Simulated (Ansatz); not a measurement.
Ge$_{2}$H$_{6}$O (SMILES [GeH3][O][GeH3])

Input

```
crystal:
  periodic: [false, false, false]
  atoms:
    - {symbol: Ge, position_ang: [-0.704900, 1.073600, -0.927500]}
    - {symbol: O, position_ang: [0.733800, 0.211500, -0.351600]}
    - {symbol: Ge, position_ang: [0.808100, -1.058800, 0.883400]}
    - {symbol: H, position_ang: [-1.697600, 0.059600, -1.529300]}
    - {symbol: H, position_ang: [-0.201600, 2.057700, -1.990100]}
    - {symbol: H, position_ang: [-1.360800, 1.813600, 0.254700]}
    - {symbol: H, position_ang: [2.286800, -1.450400, 0.988000]}
    - {symbol: H, position_ang: [-0.056800, -2.253600, 0.435800]}
    - {symbol: H, position_ang: [0.281300, -0.499800, 2.219600]}
basis:
  gaussian:
    orbitals: def2-TZVPD
    fitting: {mean_field: x2c-jfit, correlation: cc-pVTZ-rifit}
magnetization: {spin_polarized: false}
hamiltonian: {xc: {name: B2PLYP}, dispersion: {method: d3bj, functional: pbe0}}
correlation: {electrons: all}
accuracy: low
output: {orbitals: {seedname: orbitals}}
```

Command:

```sh
ansatz run molecule.yaml --threads 1 --pin off --max-ram 2610MiB --events-out events.jsonl --progress --plain --runs-dir runs
```

Geometry: PBE0-D4/def2-TZVP.

Theory: isolated molecule in a Gaussian basis; Kohn-Sham density functional theory, functional B2PLYP (Ansatz 0.2.0).

Question: Predict the electron density and electron localisation function between the atoms.

Answer: Ge–O (1.77 Å): ρ at the midpoint is about 0.99 e/Å³; the ELF peaks at about 0.85 in the valence shell of O, 0.6 Å from its nucleus, and is about 0.35 at the midpoint.
Ge–H (1.53 Å): ρ is about 1.1 e/Å³ halfway; the ELF climbs to about 1 towards the hydrogen.

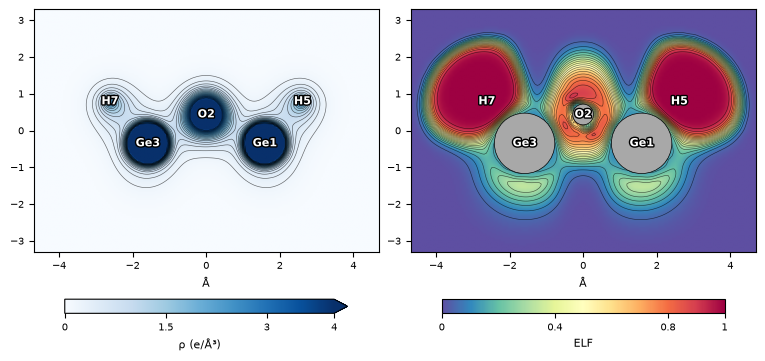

Computed electron density and electron localisation function on the plane of atoms O2, Ge3 and H7, in this order. Grey discs cover the atomic cores in the ELF map. 
